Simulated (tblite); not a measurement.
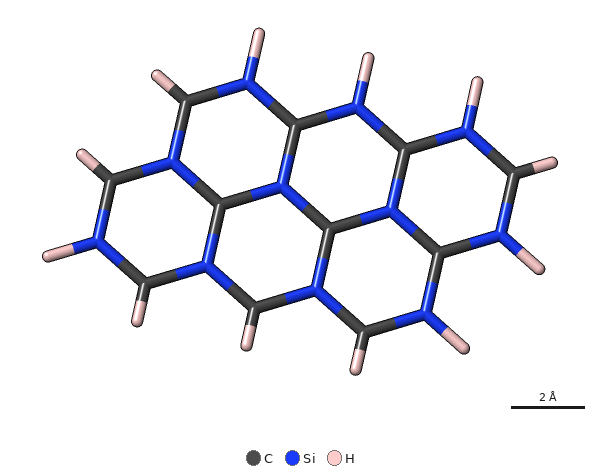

**Figure 1.** The starting structure (stick view, seen at a tilt).

# Geometry relaxation, with input and output: C11H12Si11

The run: geometry relaxation of C11H12Si11. Method and program: GFN2-xTB geometry optimisation, gas phase (tblite 0.8.0).

The input:
```
{"job": {"kind": "relax", "xc": "GFN2-xTB", "basis": "xTB"}, "charge": 0, "multiplicity": 1}
C     -0.779100     2.220300    -0.001600
Si    -2.337400     3.119700    -0.006900
C     -3.879200     2.219800     0.001000
Si    -3.885100     0.436500    -0.006200
C     -2.335200    -0.464100     0.003400
Si    -0.787300     0.431600    -0.002600
C      5.416800     2.223800    -0.003300
Si     3.869900     3.119800     0.001500
C      2.319100     2.220000    -0.000400
Si     2.313600     0.431300     0.001600
C      3.864400    -0.464100    -0.002100
Si     5.414200     0.430100    -0.000000
C     -5.438000    -0.462200     0.005000
Si    -5.432400    -2.253500    -0.002700
C     -3.886600    -3.142800     0.000200
Si    -2.336100    -2.252300     0.006300
Si     0.766600     3.119000     0.000900
C      0.765100    -0.466300    -0.001000
Si     0.765600    -2.251100     0.002500
C      2.319200    -3.147000     0.002700
Si     3.864200    -2.249100     0.001500
C     -0.784900    -3.146400    -0.000200
H     -2.330800     4.561700     0.006600
H     -4.832500     2.762800    -0.001500
H      6.361200     2.769700     0.000900
H      3.860400     4.556200     0.002500
H      6.664500    -0.285600    -0.000700
H     -6.379100     0.082700     0.001200
H     -6.681000    -2.972500    -0.002000
H     -3.883300    -4.237500     0.003400
H      0.769800     4.557700    -0.001100
H      2.314500    -4.236600     0.000200
H      5.112600    -2.972800    -0.001900
H     -0.781900    -4.239200     0.003700
```

The first line tells a small driver script what to run in tblite; the rest is the geometry in Å.

Run on 2 CPU threads, shared host.

Launched with:
```bash
OMP_NUM_THREADS=2 python <driver script> task.json out
```

Output:
```
step      E/eV     max force
  0   -1310.69694    2.372
  1   -1311.04062    0.993
  2   -1311.18559    0.701
  3   -1311.42736    0.812
  4   -1311.54062    0.601
  5   -1311.61021    0.456
  6   -1311.63410    0.264
  7   -1311.64849    0.245
  8   -1311.66035    0.236
  9   -1311.67586    0.304
 10   -1311.69627    0.341
 11   -1311.71820    0.317
 12   -1311.73440    0.312
 13   -1311.74422    0.210
 14   -1311.75085    0.192
 15   -1311.75636    0.161
 16   -1311.76137    0.135
 17   -1311.76560    0.121
 18   -1311.76897    0.129
 19   -1311.77144    0.107
 20   -1311.77280    0.061
 21   -1311.77342    0.061
 22   -1311.77383    0.044
 23   -1311.77420    0.035
 24   -1311.77449    0.035
 25   -1311.77470    0.033
 26   -1311.77486    0.032
 27   -1311.77501    0.022
 28   -1311.77516    0.022
 29   -1311.77528    0.028
 30   -1311.77538    0.023
 31   -1311.77547    0.018
```

Trajectory as extended XYZ (Å, eV, eV/Å), 3 of the 24 frames kept, from step=0 to step=31:
```
34
Properties=species:S:1:pos:R:3:forces:R:3 step=0 energy=-1310.69694
C    -0.7791    2.2203   -0.0016    0.6650   1.6450  -0.0070
Si   -2.3374    3.1197   -0.0069   -1.5880  -0.1130   0.0230
C    -3.8792    2.2198    0.0010   -0.0200   2.0510  -0.0140
Si   -3.8851    0.4365   -0.0062   -1.5290  -0.5550   0.0150
C    -2.3352   -0.4641    0.0034    0.5420   0.8630  -0.0070
Si   -0.7873    0.4316   -0.0026   -0.7630  -1.2610   0.0050
C     5.4168    2.2238   -0.0033    0.6920   0.4380   0.0080
Si    3.8699    3.1198    0.0015    0.6720  -0.0670  -0.0050
C     2.3191    2.2200   -0.0004    0.3700   1.4190   0.0050
Si    2.3136    0.4313    0.0016   -0.8610  -0.8880  -0.0040
C     3.8644   -0.4641   -0.0021    1.2710   0.4280   0.0040
Si    5.4142    0.4301    0.0000    0.3450   0.4410  -0.0060
C    -5.4380   -0.4622    0.0050   -0.6870   0.0670  -0.0120
Si   -5.4324   -2.2535   -0.0027    0.0220   0.0400   0.0120
C    -3.8866   -3.1428    0.0002   -0.6740  -0.9420   0.0020
Si   -2.3361   -2.2523    0.0063   -0.1520  -1.7150  -0.0060
Si    0.7666    3.1190    0.0009   -0.4910  -0.0650  -0.0050
C     0.7651   -0.4663   -0.0010    0.7990   1.1850   0.0010
Si    0.7656   -2.2511    0.0025   -1.0100  -2.1460  -0.0010
C     2.3192   -3.1470    0.0027    1.5570  -0.4830  -0.0020
Si    3.8642   -2.2491    0.0015   -0.8720  -1.9130  -0.0040
C    -0.7849   -3.1464   -0.0002    0.5840  -0.5540   0.0070
H    -2.3308    4.5617    0.0066    0.1550   0.6340  -0.0050
H    -4.8325    2.7628   -0.0015    0.4100  -0.2760   0.0000
H     6.3612    2.7697    0.0009   -0.1860  -0.1200  -0.0040
H     3.8604    4.5562    0.0025   -0.0110   0.7110   0.0020
H     6.6645   -0.2856   -0.0007    0.5300  -0.2800   0.0010
H    -6.3791    0.0827    0.0012    0.1630  -0.0630   0.0000
H    -6.6810   -2.9725   -0.0020   -0.5720  -0.3020  -0.0030
H    -3.8833   -4.2375    0.0034    0.0530   0.4210  -0.0030
H     0.7698    4.5577   -0.0011    0.0840   0.7290   0.0010
H     2.3145   -4.2366    0.0002   -0.0760   0.3450   0.0040
H     5.1126   -2.9728   -0.0019    0.6080  -0.1370   0.0010
H    -0.7819   -4.2392    0.0037   -0.0290   0.4570  -0.0020
34
Properties=species:S:1:pos:R:3:forces:R:3 step=14 energy=-1311.75085
C    -0.7977    2.2777   -0.0021    0.0490  -0.1860   0.0050
Si   -2.4124    3.1549    0.0019    0.0420  -0.1400  -0.0100
C    -3.9606    2.2800   -0.0028   -0.0100  -0.0440   0.0080
Si   -4.0488    0.4382    0.0024   -0.0380  -0.0400  -0.0120
C    -2.4364   -0.4741   -0.0002   -0.0020   0.0320   0.0020
Si   -0.8424    0.3927   -0.0002   -0.0140  -0.0880  -0.0020
C     5.5803    2.2976    0.0002    0.0180   0.0040  -0.0010
Si    4.0061    3.1693    0.0008   -0.0270  -0.0460   0.0000
C     2.4226    2.2857    0.0005   -0.0010  -0.1080  -0.0030
Si    2.3786    0.4156   -0.0007   -0.0410  -0.0270   0.0030
C     4.0164   -0.4654    0.0001   -0.0420   0.1000  -0.0030
Si    5.5492    0.4933   -0.0007    0.0380   0.0110   0.0010
C    -5.5940   -0.5105   -0.0002   -0.0680   0.0270   0.0040
Si   -5.5921   -2.3103    0.0011    0.0190   0.0350  -0.0040
C    -4.0390   -3.2066    0.0026   -0.0220  -0.0280  -0.0030
Si   -2.4415   -2.3391   -0.0004   -0.0650   0.0260   0.0090
Si    0.7942    3.1127   -0.0017    0.0000  -0.0690   0.0050
C     0.7993   -0.4699    0.0003   -0.0440   0.1030  -0.0020
Si    0.7725   -2.3389    0.0009   -0.0530   0.0230   0.0020
C     2.4064   -3.1799    0.0012    0.0300   0.0310  -0.0010
Si    3.9507   -2.3016   -0.0006    0.0140   0.0590   0.0020
C    -0.8194   -3.1667    0.0036   -0.0610   0.0080  -0.0040
H    -2.3144    4.6271    0.0022   -0.0110   0.0250   0.0020
H    -4.8946    2.8290   -0.0020    0.0280  -0.0480   0.0010
H     6.5189    2.8364   -0.0006   -0.0130   0.0010   0.0010
H     3.9743    4.6369    0.0023    0.0320   0.1100   0.0000
H     6.8234   -0.2330   -0.0009    0.1270  -0.0360   0.0000
H    -6.5466    0.0004    0.0009    0.0060   0.1340   0.0000
H    -6.8700   -3.0440   -0.0023   -0.0150   0.0110   0.0020
H    -4.0607   -4.2878    0.0020    0.1120  -0.0150   0.0000
H     0.8355    4.5880   -0.0005    0.0220   0.0800  -0.0010
H     2.4043   -4.2623    0.0021   -0.0460   0.0320  -0.0010
H     5.2602   -2.9768   -0.0013    0.0270   0.0010   0.0000
H    -0.8305   -4.2495    0.0033    0.0120   0.0260   0.0000
34
Properties=species:S:1:pos:R:3:forces:R:3 step=31 energy=-1311.77547
C    -0.7816    2.2365   -0.0002   -0.0010  -0.0090   0.0010
Si   -2.3986    3.1052    0.0003    0.0070  -0.0040  -0.0010
C    -3.9591    2.2533   -0.0011    0.0020   0.0020   0.0010
Si   -4.0718    0.4176    0.0000   -0.0030   0.0140  -0.0010
C    -2.4553   -0.4832    0.0002    0.0000   0.0060   0.0000
Si   -0.8508    0.3599    0.0000    0.0080   0.0060   0.0000
C     5.5994    2.3075   -0.0001   -0.0020  -0.0010   0.0000
Si    4.0171    3.1685    0.0006    0.0030  -0.0070   0.0000
C     2.4367    2.2778    0.0000    0.0040  -0.0060   0.0000
Si    2.3871    0.4113   -0.0004    0.0020   0.0040   0.0010
C     4.0401   -0.4402   -0.0005   -0.0030   0.0100  -0.0010
Si    5.5865    0.5026   -0.0007   -0.0040   0.0110   0.0000
C    -5.6334   -0.5027    0.0001    0.0000   0.0070   0.0000
Si   -5.6238   -2.3039    0.0003   -0.0020   0.0110   0.0000
C    -4.0686   -3.2029    0.0014   -0.0150  -0.0110   0.0000
Si   -2.4680   -2.3438    0.0014   -0.0080  -0.0110   0.0000
Si    0.8011    3.0897   -0.0004    0.0030  -0.0090   0.0000
C     0.8031   -0.4665    0.0000   -0.0030   0.0070   0.0000
Si    0.7595   -2.3330    0.0012    0.0100   0.0010   0.0000
C     2.4073   -3.1463    0.0012    0.0100  -0.0090   0.0000
Si    3.9579   -2.2755   -0.0003    0.0060   0.0100   0.0000
C    -0.8373   -3.1554    0.0025    0.0030  -0.0070   0.0000
H    -2.3088    4.5800    0.0013    0.0020   0.0080   0.0000
H    -4.8847    2.8142   -0.0013    0.0050  -0.0170   0.0000
H     6.5311    2.8585   -0.0001   -0.0100  -0.0100   0.0000
H     4.0040    4.6426    0.0019   -0.0020   0.0020   0.0000
H     6.8726   -0.2173   -0.0010   -0.0080   0.0100   0.0000
H    -6.5690    0.0408    0.0003    0.0080   0.0040   0.0000
H    -6.9022   -3.0370   -0.0010   -0.0070   0.0020   0.0010
H    -4.0659   -4.2846    0.0019   -0.0050  -0.0060   0.0000
H     0.8406    4.5696   -0.0009   -0.0060   0.0040   0.0000
H     2.4014   -4.2284    0.0016    0.0050  -0.0040   0.0000
H     5.2658   -2.9577   -0.0011   -0.0040  -0.0040   0.0000
H    -0.8405   -4.2381    0.0034    0.0010  -0.0020   0.0000
```

Results in brief:

| quantity | value |
| --- | --- |
| outcome | converged |
| total energy | −1311.7755 eV |
| HOMO | −7.25 eV |
| LUMO | −5.96 eV |
| point group | Cs |
| dipole moment | 9.08 D |
| wall time | 3.3 s (CPU time 4.2 s) |
| peak memory | 0.16 GiB |
